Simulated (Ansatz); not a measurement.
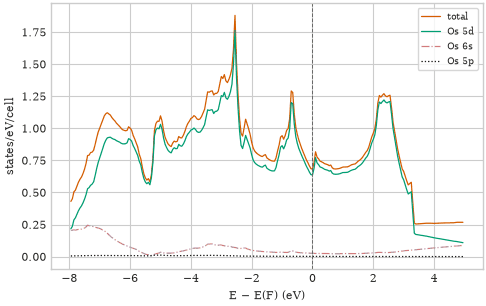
Total and projected density of states of Os (fcc (Cu type), Fm-3m), plane-wave PAW r²SCAN+D4 (Ansatz code)

Q: Which orbitals carry the states next to the Fermi level?

A: Within 0.5 eV of the Fermi level: Os 5d 94 %. Projections are on Löwdin-orthogonalised atomic valence shells; empty p or d shells of many metals are not among them.

Q: Where is the tallest occupied peak in this window, and what makes it?

A: Near -2.6 eV, about 1.9 states/eV per cell; the largest projected share is Os 5d.

The workflow started from an entry of the Crystallography Open Database (COD), which files this formula under 2 space groups. It is not the phase usual at ambient conditions (space group No. 194). Symmetry was held in the r²SCAN+D4 relaxation; its stability against distortions is not shown here. No spin polarisation was allowed. The pairwise dispersion correction was not fitted to metals. Spin–orbit coupling is left out wherever it is not named.

Potentials: the later of the program's two PAW sets.
